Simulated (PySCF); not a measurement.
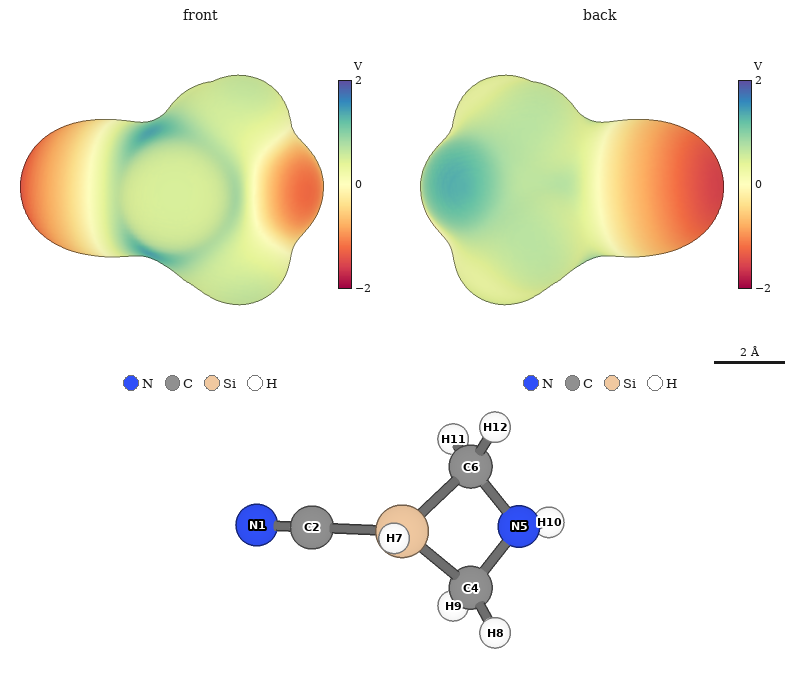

Figure 1: C$_{3}$H$_{6}$N$_{2}$Si (SMILES N#C[SiH]1CNC1). The electrostatic potential painted on the density surface at 0.001 e/bohr³, seen from the front and from behind; the colour scale runs from red (negative) to blue (positive). The bare structure is drawn below in the same view.

Geometry: GFN2-xTB.

These are results of PBE0/pcSseg-1, SCF density, gas phase, non-relativistic in PySCF, not measurements.

```xyz
12

N     3.3984    0.5032   -0.4759
C     2.3580    0.4089   -0.0056
Si    0.6593    0.2520    0.7529
C    -0.7729    0.9951   -0.2818
N    -1.4700   -0.2941   -0.2177
C    -0.3872   -1.2245    0.1203
H     0.7547    0.5268    2.1823
H    -1.3802    1.7902    0.1535
H    -0.4864    1.3036   -1.2953
H    -1.9911   -0.5361   -1.0518
H     0.0439   -1.7493   -0.7418
H    -0.7253   -1.9765    0.8349
```

> Which sites attract a positive test charge, and which a negative one?

A positive charge is drawn to the negative regions and a negative charge to the positive ones. The most negative region (about −1.5 V) lies over N1, the most positive (about +1.3 V) over Si3 and H10. N1 is the likeliest acceptor of a hydrogen bond.

> How polar is the molecule by this calculation?

Its dipole moment is 2.69 D.
